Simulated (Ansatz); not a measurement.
# CHBO2: a spread of methods and bases

Aim: run CHBO2 under a spread of inputs, and see what each costs and gives.

Program: Ansatz 0.2.0, Gaussian basis. Level of theory: the settings change from run to run. These are calculated values, not measurements.

**1. The geometry**

The geometry comes from an earlier relaxation with PBE0-D4 in a triple-zeta def2 set; it is a stationary point.

5 atoms, charge 0, spin multiplicity 1.

Atoms are counted from 1 here; the program's logs count them from 0.

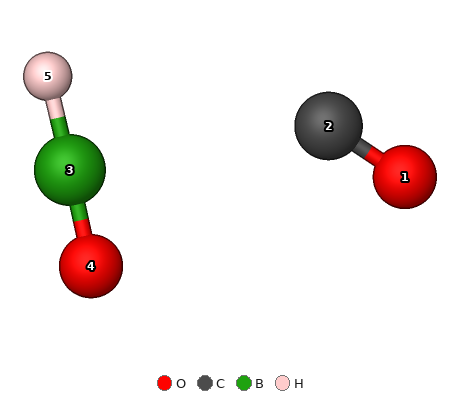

The structure; oxygen red, carbon dark grey, boron green, hydrogen pink; atoms are numbered from 1 in the order of the file.

Geometry (Å):

| atom | x (Å) | y (Å) | z (Å) |
| --- | --- | --- | --- |
| O1 | -1.03991 | -1.30013 | 2.06773 |
| C2 | -0.80486 | -0.34010 | 1.53571 |
| B3 | 0.62737 | 0.52951 | -1.20781 |
| O4 | 0.80150 | -0.63841 | -1.41558 |
| H5 | 0.46590 | 1.67543 | -1.02135 |

**2. revPBE0/x2c-TZVPPall**

The input, in.yaml:

```yaml
crystal:
  periodic: [false, false, false]
  atoms:
    - {symbol: O, position_ang: [-1.039910, -1.300134, 2.067731]}
    - {symbol: C, position_ang: [-0.804863, -0.340098, 1.535705]}
    - {symbol: B, position_ang: [0.627374, 0.529511, -1.207809]}
    - {symbol: O, position_ang: [0.801504, -0.638408, -1.415579]}
    - {symbol: H, position_ang: [0.465896, 1.675429, -1.021348]}
basis:
  gaussian: {orbitals: x2c-TZVPPall}
hamiltonian: {xc: {name: revPBE0}}
output: {forces: true}
```

Run with:

```console
$ ansatz run in.yaml --threads 2 --pin off --events-out ev --progress --plain --max-ram 4352MiB
```

Log:

```text
Functional definition: revPBE0
  name "revPBE0"
  cite "Zhang & Yang, Phys. Rev. Lett. 80, 890 (1998) doi:10.1103/PhysRevLett.80.890"
  cite "Adamo & Barone, J. Chem. Phys. 110, 6158 (1999) doi:10.1063/1.478522"
  cite "Perdew, Burke & Ernzerhof, Phys. Rev. Lett. 77, 3865 (1996) doi:10.1103/PhysRevLett.77.3865"
  parameter a = 0.25
  parameter kappa = 1.245
  parameter beta = 0.06672455060314922
  exchange = (1 - a)*pbe_x(kappa = kappa, mu = beta*pi^2/3) + a*exact_x
  correlation = pbe_c(beta = beta)
711 factors; their error is unknown
mean field evaluation 1: about -5820.3154 eV, gradient 6.3e1 eV
mean field evaluation 2: about -5791.0728 eV, gradient 1.4e2 eV
mean field evaluation 4: about -5826.7160 eV, gradient 5.5e0 eV
mean field evaluation 8: about -5826.7779 eV, gradient 2.5e-1 eV
mean field -5826.77796047 eV, -214.1301405152 hartree, gradient 4.0e-5 eV, S^2 0.000000; 0 other end points of the search recorded, 0 dependent functions left out
the calculation of the forces begins
reference -5826.77799640 eV, -214.1301418358 hartree; 14, 14 occupied and 124, 124 virtual orbitals, 711 factors
Total energy: -5826.77799640 eV, -214.1301418358 hartree
Relativity: scalar
Atom 0 at    -1.039910    -1.300134     2.067731 Å, force    -0.060614    -0.239404     0.136329 eV/Å
Atom 1 at    -0.804863    -0.340098     1.535705 Å, force     0.033659     0.227874    -0.085158 eV/Å
Atom 2 at     0.627374     0.529511    -1.207809 Å, force    -0.014958     0.208814     0.007056 eV/Å
Atom 3 at     0.801504    -0.638408    -1.415579 Å, force     0.039825    -0.200023    -0.054096 eV/Å
Atom 4 at     0.465896     1.675429    -1.021348 Å, force     0.002088     0.002739    -0.004131 eV/Å
Dipole moment:    -0.096482     0.519016     0.127787 e Å
```

Run time: 1.1 s. Hardware: 2 threads of AMD EPYC 7B13, shared host.

Largest force 0.282 eV/Å, dipole 2.61 D.

**3. rPW86-PBE/ANO-RCC-VTZP**

in.yaml, as its differences from that of step 2:

```diff
@@ -9,4 +9,4 @@
 basis:
-  gaussian: {orbitals: x2c-TZVPPall}
-hamiltonian: {xc: {name: revPBE0}}
+  gaussian: {orbitals: ANO-RCC-VTZP}
+hamiltonian: {xc: {name: rPW86-PBE}}
 output: {forces: true}
```

The command is unchanged.

Log (excerpt; [...] marks lines left out):

```text
Functional definition: rPW86-PBE
  name "rPW86-PBE"
  cite "Murray, Lee & Langreth, J. Chem. Theory Comput. 5, 2754 (2009) doi:10.1021/ct900365q"
  cite "Perdew, Burke & Ernzerhof, Phys. Rev. Lett. 77, 3865 (1996) doi:10.1103/PhysRevLett.77.3865"
  parent pbe
[...]
954 factors; their error is unknown
[...]
mean field -5841.62899078 eV, -214.6759058130 hartree, gradient 1.4e-5 eV, S^2 0.000000; 0 other end points of the search recorded, 0 dependent functions left out
[...]
reference -5841.62913139 eV, -214.6759109800 hartree; 14, 14 occupied and 120, 120 virtual orbitals, 954 factors
Total energy: -5841.62913139 eV, -214.6759109800 hartree
Relativity: scalar
Atom 0 at    -1.039910    -1.300134     2.067731 Å, force    -0.298321    -1.220280     0.675372 eV/Å
Atom 1 at    -0.804863    -0.340098     1.535705 Å, force     0.293774     1.220937    -0.666987 eV/Å
Atom 2 at     0.627374     0.529511    -1.207809 Å, force    -0.157054     1.028474     0.189781 eV/Å
Atom 3 at     0.801504    -0.638408    -1.415579 Å, force     0.150122    -0.965074    -0.183207 eV/Å
Atom 4 at     0.465896     1.675429    -1.021348 Å, force     0.011479    -0.064058    -0.014960 eV/Å
Dipole moment:    -0.098205     0.469899     0.135859 e Å
```

It took 3.5 s on 2 threads of AMD EPYC 7B13, shared host.

Largest force 1.426 eV/Å, dipole 2.40 D.

**4. RPBE/ANO-RCC-VTZP**

Set apart from the defaults: D3(BJ) with three-body dispersion.

in.yaml, as its differences from that of step 3:

```diff
@@ -10,3 +10,3 @@
   gaussian: {orbitals: ANO-RCC-VTZP}
-hamiltonian: {xc: {name: rPW86-PBE}}
+hamiltonian: {xc: {name: RPBE}, dispersion: d3bjatm}
 output: {forces: true}
```

The command is unchanged.

Log (excerpt; [...] marks lines left out):

```text
Functional definition: RPBE
  name "RPBE"
  cite "Hammer, Hansen & Nørskov, Phys. Rev. B 59, 7413 (1999) doi:10.1103/PhysRevB.59.7413"
  cite "Perdew, Burke & Ernzerhof, Phys. Rev. Lett. 77, 3865 (1996) doi:10.1103/PhysRevLett.77.3865"
[...]
954 factors; their error is unknown
[...]
mean field -5830.07621991 eV, -214.2513493141 hartree, gradient 1.6e-5 eV, S^2 0.000000; 0 other end points of the search recorded, 0 dependent functions left out
[...]
reference -5830.07628330 eV, -214.2513516437 hartree; 14, 14 occupied and 120, 120 virtual orbitals, 954 factors
Total energy: -5830.35800790 eV, -214.2617048317 hartree
Relativity: scalar
Atom 0 at    -1.039910    -1.300134     2.067731 Å, force    -0.428074    -1.770803     0.971121 eV/Å
Atom 1 at    -0.804863    -0.340098     1.535705 Å, force     0.435974     1.782872    -0.986963 eV/Å
Atom 2 at     0.627374     0.529511    -1.207809 Å, force    -0.208278     1.299693     0.258049 eV/Å
Atom 3 at     0.801504    -0.638408    -1.415579 Å, force     0.217771    -1.433007    -0.262520 eV/Å
Atom 4 at     0.465896     1.675429    -1.021348 Å, force    -0.017392     0.121244     0.020312 eV/Å
Dipole moment:    -0.097388     0.465317     0.134795 e Å
```

Run time: 2 s. Hardware: 2 threads of AMD EPYC 7B13, shared host.

Largest force 2.084 eV/Å, dipole 2.37 D.

**5. RPA/ANO-RCC-VTZP**

This run has charge -1, multiplicity 2, atoms shaken by 0.15 Å, correlated electrons set to outside_noble_gas, the search for lower states set to off.

The input, in.yaml:

```yaml
crystal:
  periodic: [false, false, false]
  atoms:
    - {symbol: O, position_ang: [-0.846879, -1.199470, 1.968072]}
    - {symbol: C, position_ang: [-0.719932, -0.322858, 1.483736]}
    - {symbol: B, position_ang: [0.476515, 0.308867, -1.038531]}
    - {symbol: O, position_ang: [0.736248, -0.822648, -1.315119]}
    - {symbol: H, position_ang: [0.626196, 1.726062, -0.883835]}
basis:
  gaussian: {orbitals: ANO-RCC-VTZP}
total_charge: -1
magnetization: {spin_polarized: true, initial_magnetization: 1}
hamiltonian: {xc: {name: r2SCAN}}
correlation: {method: rpa, electrons: outside_noble_gas}
scf: {lower_state_search: off}
```

Launched as before.

Log (excerpt; [...] marks lines left out):

```text
Functional definition: r2SCAN
  name "r2SCAN"
  cite "Furness, Kaplan, Ning, Perdew & Sun, J. Phys. Chem. Lett. 11, 8208 (2020) doi:10.1021/acs.jpclett.0c02405"
  cite "Furness, Kaplan, Ning, Perdew & Sun, J. Phys. Chem. Lett. 11, 9248 (2020) doi:10.1021/acs.jpclett.0c03077"
  parent r2scan
[...]
809 factors; integrals over basis functions are off by at most 1.3e-3 eV
[...]
mean field -5824.17023226 eV, -214.0343082712 hartree, gradient 8.4e-6 eV, S^2 0.756159; 0 other end points of the search recorded, 0 dependent functions left out
4 core orbitals not correlated: weight in the atoms' cores, before any rotation towards them, 1.000 or more for the frozen orbitals, at most 0.000 for the correlated occupied ones
reference -5795.35864132 eV, -212.9755018333 hartree; 11, 10 occupied and 119, 120 virtual orbitals, 809 factors
Total energy: -5823.35742290 eV, -214.0044380781 hartree
Relativity: scalar
Checks for a lower state left out: stability, starts, cluster_reference, orbital_swaps, neighbouring_geometries, increment
```

It took 6 s on 2 threads of AMD EPYC 7B13, shared host.

⟨S²⟩ 0.756.

**6. HSE06/6-31++G****

Options: D3(BJ) with three-body dispersion, the search for lower states set to light.

The input, in.yaml:

```yaml
crystal:
  periodic: [false, false, false]
  atoms:
    - {symbol: O, position_ang: [-1.039910, -1.300134, 2.067731]}
    - {symbol: C, position_ang: [-0.804863, -0.340098, 1.535705]}
    - {symbol: B, position_ang: [0.627374, 0.529511, -1.207809]}
    - {symbol: O, position_ang: [0.801504, -0.638408, -1.415579]}
    - {symbol: H, position_ang: [0.465896, 1.675429, -1.021348]}
basis:
  gaussian: {orbitals: "6-31++G**"}
hamiltonian: {xc: {name: HSE06}, dispersion: d3bjatm}
scf: {lower_state_search: light}
output: {forces: true}
```

Launched as before.

Log (excerpt; [...] marks lines left out):

```text
Functional definition: HSE06
  name "HSE06"
  cite "Heyd, Scuseria & Ernzerhof, J. Chem. Phys. 118, 8207 (2003) doi:10.1063/1.1564060"
  cite "Krukau, Vydrov, Izmaylov & Scuseria, J. Chem. Phys. 125, 224106 (2006) doi:10.1063/1.2404663"
  cite "Heyd & Scuseria, J. Chem. Phys. 120, 7274 (2004) doi:10.1063/1.1668634"
  cite "Ernzerhof & Perdew, J. Chem. Phys. 109, 3313 (1998) doi:10.1063/1.476928"
  cite "Perdew, Burke & Ernzerhof, Phys. Rev. Lett. 77, 3865 (1996) doi:10.1103/PhysRevLett.77.3865"
  parent pbe
[...]
  # The whole range is PBE's own exchange, as in plane waves. The composition of these papers is wPBEh.
[...]
722 factors; integrals over basis functions are off by at most 1.2e-3 eV
94 factors; integrals over basis functions are off by at most 1.4e-6 eV
[...]
mean field -5817.00615907 eV, -213.7710334373 hartree, gradient 4.5e-5 eV, S^2 0.000000; 0 other end points of the search recorded, 0 dependent functions left out
[...]
reference -5817.00622906 eV, -213.7710360094 hartree; 14, 14 occupied and 68, 68 virtual orbitals, 722 factors
Total energy: -5817.04785882 eV, -213.7725658751 hartree
Atom 0 at    -1.039910    -1.300134     2.067731 Å, force    -0.310605    -1.258463     0.701976 eV/Å
Atom 1 at    -0.804863    -0.340098     1.535705 Å, force     0.308638     1.256780    -0.698144 eV/Å
Atom 2 at     0.627374     0.529511    -1.207809 Å, force    -0.088622     0.604280     0.104685 eV/Å
Atom 3 at     0.801504    -0.638408    -1.415579 Å, force     0.094859    -0.629584    -0.113791 eV/Å
Atom 4 at     0.465896     1.675429    -1.021348 Å, force    -0.004270     0.026987     0.005273 eV/Å
Dipole moment:    -0.095545     0.539041     0.124068 e Å
```

Wall time 1 s (2 threads of AMD EPYC 7B13, shared host).

Largest force 1.474 eV/Å, dipole 2.70 D.

**7. B3LYP/def2-mTZVPP**

Options: finite nuclei, D3(BJ) dispersion.

in.yaml, as its differences from that of step 6:

```diff
@@ -9,5 +9,4 @@
 basis:
-  gaussian: {orbitals: "6-31++G**"}
-hamiltonian: {xc: {name: HSE06}, dispersion: d3bjatm}
-scf: {lower_state_search: light}
+  gaussian: {orbitals: def2-mTZVPP, nuclear_model: gaussian}
+hamiltonian: {xc: {name: B3LYP}, dispersion: d3bj}
 output: {forces: true}
```

The command is unchanged.

Log (excerpt; [...] marks lines left out):

```text
Functional definition: B3LYP
  name "B3LYP"
  cite "Stephens, Devlin, Chabalowski & Frisch, J. Phys. Chem. 98, 11623 (1994) doi:10.1021/j100096a001"
  cite "Becke, Phys. Rev. A 38, 3098 (1988) doi:10.1103/PhysRevA.38.3098"
  cite "Lee, Yang & Parr, Phys. Rev. B 37, 785 (1988) doi:10.1103/PhysRevB.37.785"
  cite "Vosko, Wilk & Nusair, Can. J. Phys. 58, 1200 (1980) doi:10.1139/p80-159"
[...]
718 factors; their error is unknown
[...]
mean field -5826.32660197 eV, -214.1135533964 hartree, gradient 2.9e-5 eV, S^2 0.000000; 0 other end points of the search recorded, 0 dependent functions left out
[...]
reference -5826.32683779 eV, -214.1135620626 hartree; 14, 14 occupied and 77, 77 virtual orbitals, 718 factors
Total energy: -5826.42868607 eV, -214.1173049178 hartree
Atom 0 at    -1.039910    -1.300134     2.067731 Å, force    -0.110447    -0.458668     0.250697 eV/Å
Atom 1 at    -0.804863    -0.340098     1.535705 Å, force     0.108875     0.458761    -0.247778 eV/Å
Atom 2 at     0.627374     0.529511    -1.207809 Å, force    -0.038915     0.290659     0.043427 eV/Å
Atom 3 at     0.801504    -0.638408    -1.415579 Å, force     0.022754    -0.159354    -0.026435 eV/Å
Atom 4 at     0.465896     1.675429    -1.021348 Å, force     0.017733    -0.131397    -0.019912 eV/Å
Dipole moment:    -0.095692     0.519864     0.126238 e Å
```

Wall time 0.75 s (2 threads of AMD EPYC 7B13, shared host).

Largest force 0.534 eV/Å, dipole 2.61 D.

**8. SVWN5/6-31G**

Options: charge +1, multiplicity 2.

in.yaml, as its differences from that of step 7:

```diff
@@ -9,4 +9,5 @@
 basis:
-  gaussian: {orbitals: def2-mTZVPP, nuclear_model: gaussian}
-hamiltonian: {xc: {name: B3LYP}, dispersion: d3bj}
-output: {forces: true}
+  gaussian: {orbitals: 6-31G}
+total_charge: 1
+magnetization: {spin_polarized: true, initial_magnetization: 1}
+hamiltonian: {xc: {name: SVWN5}}
```

Launched as before.

Log (excerpt; [...] marks lines left out):

```text
Functional definition: SVWN5
  name "SVWN5"
  cite "Dirac, Proc. Camb. Phil. Soc. 26, 376 (1930) doi:10.1017/S0305004100016108"
  cite "Slater, Phys. Rev. 81, 385 (1951) doi:10.1103/PhysRev.81.385"
  cite "Vosko, Wilk & Nusair, Can. J. Phys. 58, 1200 (1980) doi:10.1139/p80-159"
[...]
436 factors; integrals over basis functions are off by at most 2.0e-4 eV
[...]
a density is far from that of the atoms, so the factors are made again for it
472 factors; integrals over basis functions are off by at most 1.2e-4 eV
[...]
mean field -5762.27685972 eV, -211.7597687831 hartree, gradient 1.1e-6 eV, S^2 0.754895; 0 other end points of the search recorded, 0 dependent functions left out
reference -5762.27687761 eV, -211.7597694408 hartree; 14, 13 occupied and 24, 25 virtual orbitals, 472 factors
Total energy: -5762.27687761 eV, -211.7597694408 hartree
```

Run time: 0.9 s. Hardware: 2 threads of AMD EPYC 7B13, shared host.

⟨S²⟩ 0.755.

**9. PBE0-DH/def2-SVP**

Set apart from the defaults: coordinates scaled by 1.25, a grid of angular degree 11, a point charge of 2.00 e beside it, high accuracy.

The input, in.yaml:

```yaml
crystal:
  periodic: [false, false, false]
  atoms:
    - {symbol: O, position_ang: [-1.299888, -1.625167, 2.584664]}
    - {symbol: C, position_ang: [-1.006079, -0.425122, 1.919631]}
    - {symbol: B, position_ang: [0.784217, 0.661888, -1.509762]}
    - {symbol: O, position_ang: [1.001880, -0.798010, -1.769473]}
    - {symbol: H, position_ang: [0.582370, 2.094286, -1.276685]}
basis:
  gaussian: {orbitals: def2-SVP, final_grid: {core_spheres: 5, valence_spheres: 4, degree: 11}, point_charges: [{charge: 2.00, position_ang: [4.712, -0.602, 0.761]}]}
hamiltonian: {xc: {name: PBE0-DH}}
accuracy: high
output: {forces: true}
```

Launched as before.

Log (excerpt; [...] marks lines left out):

```text
Functional definition: PBE0-DH
  name "PBE0-DH"
  cite "Brémond & Adamo, J. Chem. Phys. 135, 024106 (2011) doi:10.1063/1.3604569"
  cite "Perdew, Burke & Ernzerhof, Phys. Rev. Lett. 77, 3865 (1996) doi:10.1103/PhysRevLett.77.3865"
[...]
1214 factors; integrals over basis functions are off by at most 9.4e-9 eV
[...]
mean field -5803.30069551 eV, -213.2673669414 hartree, gradient 9.5e-8 eV, S^2 0.000000; 0 other end points of the search recorded, 0 dependent functions left out
4 core orbitals not correlated: weight in the atoms' cores, before any rotation towards them, 1.000 or more for the frozen orbitals, at most 0.000 for the correlated occupied ones
reference -5803.30069683 eV, -213.2673669901 hartree; 10, 10 occupied and 47, 47 virtual orbitals, 1214 factors
second order -24.06546706 eV of doubles, -0.00000000 eV of singles
[...]
Total energy: -5806.30888021 eV, -213.3779156904 hartree
Atom 0 at    -1.299888    -1.625167     2.584664 Å, force     3.119471    12.647259    -7.011015 eV/Å
Atom 1 at    -1.006079    -0.425122     1.919631 Å, force    -3.111285   -12.632458     6.986004 eV/Å
Atom 2 at     0.784217     0.661888    -1.509762 Å, force     0.743720    -7.326195    -1.608474 eV/Å
Atom 3 at     1.001880    -0.798010    -1.769473 Å, force    -1.139196    11.435792     2.418951 eV/Å
Atom 4 at     0.582370     2.094286    -1.276685 Å, force     0.538878    -3.953659    -0.637786 eV/Å
Dipole moment:    -0.297319     0.866441     0.016379 e Å
```

It took 1.4 s on 2 threads of AMD EPYC 7B13, shared host.

Largest force 14.793 eV/Å, dipole 4.40 D.

**10. SVWN5/aug-cc-pVDZ**

The input, in.yaml:

```yaml
crystal:
  periodic: [false, false, false]
  atoms:
    - {symbol: O, position_ang: [-1.039910, -1.300134, 2.067731]}
    - {symbol: C, position_ang: [-0.804863, -0.340098, 1.535705]}
    - {symbol: B, position_ang: [0.627374, 0.529511, -1.207809]}
    - {symbol: O, position_ang: [0.801504, -0.638408, -1.415579]}
    - {symbol: H, position_ang: [0.465896, 1.675429, -1.021348]}
basis:
  gaussian: {orbitals: aug-cc-pVDZ}
hamiltonian: {xc: {name: SVWN5}}
```

Launched as before.

Log:

```text
Functional definition: SVWN5
  name "SVWN5"
  cite "Dirac, Proc. Camb. Phil. Soc. 26, 376 (1930) doi:10.1017/S0305004100016108"
  cite "Slater, Phys. Rev. 81, 385 (1951) doi:10.1103/PhysRev.81.385"
  cite "Vosko, Wilk & Nusair, Can. J. Phys. 58, 1200 (1980) doi:10.1139/p80-159"
  exchange = slater_x
  correlation = vwn5_c
815 factors; their error is unknown
mean field evaluation 1: about -5769.6641 eV, gradient 6.7e1 eV
mean field evaluation 2: about -5704.5298 eV, gradient 1.8e2 eV
mean field evaluation 4: about -5777.6006 eV, gradient 7.0e0 eV
mean field evaluation 8: about -5777.7022 eV, gradient 8.0e-2 eV
mean field -5777.67947637 eV, -212.3258045048 hartree, gradient 2.2e-5 eV, S^2 0.000000; 0 other end points of the search recorded, 0 dependent functions left out
reference -5777.67953015 eV, -212.3258064813 hartree; 14, 14 occupied and 87, 87 virtual orbitals, 815 factors
Total energy: -5777.67953015 eV, -212.3258064813 hartree
```

It took 0.4 s on 2 threads of AMD EPYC 7B13, shared host.

**11. The runs in one table**

| level | charge | multiplicity | geometry | functions | energy (eV) | time |
| --- | --- | --- | --- | --- | --- | --- |
| revPBE0/x2c-TZVPPall | 0 | 1 | relaxed | 138 | -5826.778 | 1.1 s |
| rPW86-PBE/ANO-RCC-VTZP | 0 | 1 | relaxed | 134 | -5841.629 | 3.5 s |
| RPBE/ANO-RCC-VTZP | 0 | 1 | relaxed | 134 | -5830.358 | 2 s |
| RPA/ANO-RCC-VTZP | -1 | 2 | shaken | 134 | -5823.357 | 6 s |
| HSE06/6-31++G** | 0 | 1 | relaxed | 82 | -5817.048 | 1 s |
| B3LYP/def2-mTZVPP | 0 | 1 | relaxed | 91 | -5826.429 | 0.75 s |
| SVWN5/6-31G | 1 | 2 | relaxed | 38 | -5762.277 | 0.9 s |
| PBE0-DH/def2-SVP | 0 | 1 | scaled, point charge | 61 | -5806.309 | 1.4 s |
| SVWN5/aug-cc-pVDZ | 0 | 1 | relaxed | 101 | -5777.680 | 0.4 s |

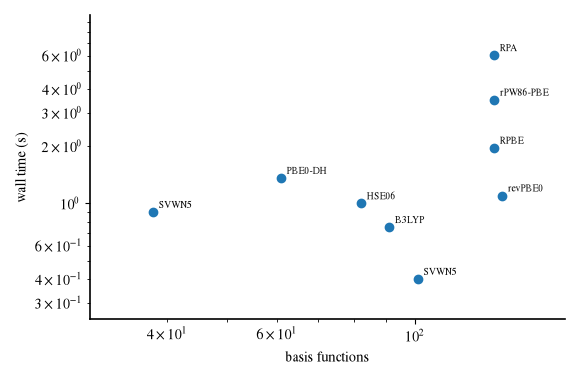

Wall time against the number of basis functions (shared host).

**12. Outcome**

```
                                         quantity                     value
                                             runs                         9
                                         quickest  SVWN5/aug-cc-pVDZ, 0.4 s
                                          slowest     RPA/ANO-RCC-VTZP, 6 s
spread of total energies, same state and geometry                   63.9 eV
                  dipole, same state and geometry            2.37 to 2.70 D
```

What this shows: Run time spans a factor of 15, from SVWN5/aug-cc-pVDZ to RPA/ANO-RCC-VTZP. The jobs differ in tasks and options as well as level. The totals spread over 64 eV; they can't be compared across methods or bases. At the PBE0-D4/def2-TZVP geometry and in the same state, runs without warnings or point charges leave forces up to 2.08 eV/Å (RPBE/ANO-RCC-VTZP). At that geometry and state the dipole changes by 14 % between the lowest and highest value.
